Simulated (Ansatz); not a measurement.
```yaml
atoms:
  - { symbol: O, position_ang: [0.0045, 1.2270, 0.0024] }
  - { symbol: Al, position_ang: [0.1857, -0.4352, 0.0921] }
  - { symbol: F, position_ang: [1.4874, -1.0506, 0.8626] }
  - { symbol: F, position_ang: [-0.8979, -1.4718, -0.5667] }
  - { symbol: H, position_ang: [-0.7299, 1.6571, -0.4318] }
```

Geometry: PBE0-D4/def2-TZVP.

Theory: RKS PBE0-D4/def2-TZVPP (Ansatz).

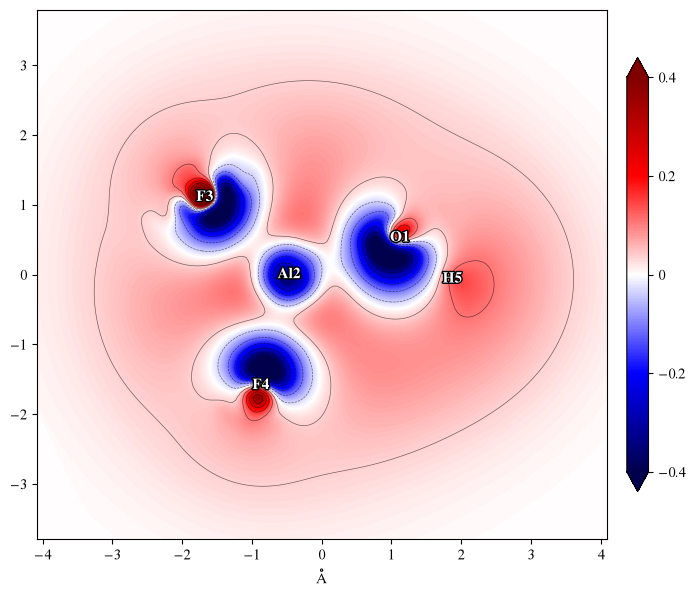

AlF$_{2}$HO. The LUMO on the molecular plane (values in Å⁻³ᐟ²; the overall sign is arbitrary).

### What is the character of this orbital?

By Hirshfeld shares it lies mainly on Al2 (about 70 %), O1 (about 10 %), F3 (about 10 %), F4 (about 10 %) and H5 (about 5 %); it is symmetric in the molecular plane (an in-plane orbital: σ, lone-pair or in-plane π type). Its energy is −1.09 eV.
